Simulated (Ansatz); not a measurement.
# CH₅B₂N: basis-set convergence

How large a basis does CH₅B₂N need? Two functionals are run in growing sets.

Computed with Ansatz 0.2.0, Gaussian basis. Level: one geometry, several basis sets.

Plan: PBE0-D4/def2-SVP; ωB97M-V/def2-SVP; PBE0-D4/def2-QZVPP; ωB97M-V/def2-QZVPP; the functionals' def2-TZVPP values are taken from earlier runs.

1 further run of the same task is left out (it didn't finish).

## Step 1: The geometry

All runs share one geometry, relaxed beforehand with PBE0-D4 in a triple-zeta def2 set.

SMILES `BBC=N`, 9 atoms, charge 0, spin multiplicity 1.

Atoms are counted from 1 here; the program's logs count them from 0.

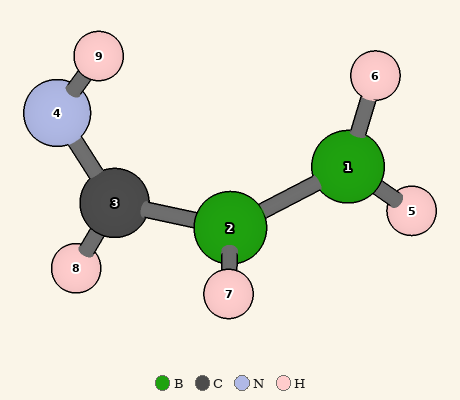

The structure; boron green, carbon dark grey, nitrogen light blue, hydrogen pink; atoms are numbered from 1 in the order of the file.

## Step 2: PBE0-D4 in def2-SVP

Input file in.yaml:

```yaml
crystal:
  periodic: [false, false, false]
  atoms:
    - {symbol: B, position_ang: [-0.625779, 1.257157, -0.702426]}
    - {symbol: B, position_ang: [0.513595, 0.107466, -0.477299]}
    - {symbol: C, position_ang: [0.236650, -1.215829, 0.305828]}
    - {symbol: N, position_ang: [0.118893, -1.301036, 1.571194]}
    - {symbol: H, position_ang: [-1.286914, 1.296087, -1.702107]}
    - {symbol: H, position_ang: [-0.852214, 2.101777, 0.118634]}
    - {symbol: H, position_ang: [1.631393, 0.251957, -0.898173]}
    - {symbol: H, position_ang: [0.183210, -2.163221, -0.248143]}
    - {symbol: H, position_ang: [0.169665, -0.380558, 2.015293]}
basis:
  gaussian: {orbitals: def2-SVP}
hamiltonian: {xc: pbe0, dispersion: d4}
output: {orbitals: {seedname: orbitals}}
```

The run is started by

```console
ansatz run in.yaml --threads 2 --pin off --events-out ev --progress --plain --max-ram 4352MiB
```

Further steps of the session: ωB97M-V in def2-SVP; PBE0-D4 in def2-QZVPP; ωB97M-V in def2-QZVPP.

Q: Predict the results of all the runs planned. Wanted: PBE0-D4: double and triple zeta above quadruple; ωB97M-V: double and triple zeta above quadruple.

**Answer**, as computed:

| quantity | value |
| --- | --- |
| PBE0-D4: double and triple zeta above quadruple | 4.70, 0.24 eV |
| ωB97M-V: double and triple zeta above quadruple | 4.96, 0.22 eV |

PBE0-D4 gains 4.47 eV from double to triple zeta, then 0.24 eV more. These are total energies; as a rule much of such shifts cancels in differences, which this series doesn't test.
